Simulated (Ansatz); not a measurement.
# How basis sets differ on CHClFNSi (SMILES N#C[SiH](F)Cl)

The species is CHClFNSi (6 atoms), meant as a singlet with charge 0. SMILES: `N#C[SiH](F)Cl`. The shape is that of a PBE0-D4/def2-TZVP optimisation.

Quantity: the dipole moment, in D. The values are calculated.

| level | kind | program | value (D) | CPU time |
| --- | --- | --- | --- | --- |
| HF/STO-3G | Hartree–Fock | Ansatz | 2.84 | 0.43 s |
| HF/3-21G | Hartree–Fock | Ansatz | 2.54 | 0.69 s |
| HF/def2-SVP | Hartree–Fock | Ansatz | 2.68 | 1.5 s |
| HF/def2-TZVP | Hartree–Fock | Ansatz | 2.82 | 8 s |

The values span 2.54 to 2.84 D. Sets without polarisation functions give poor dipoles. CPU times are rough (shared hosts, several kinds of processor): they show what a rung costs within a factor of a few.

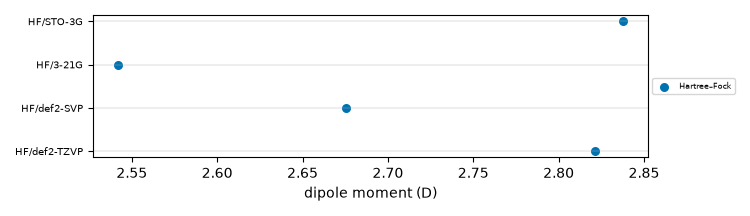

The values of the table, level by level.
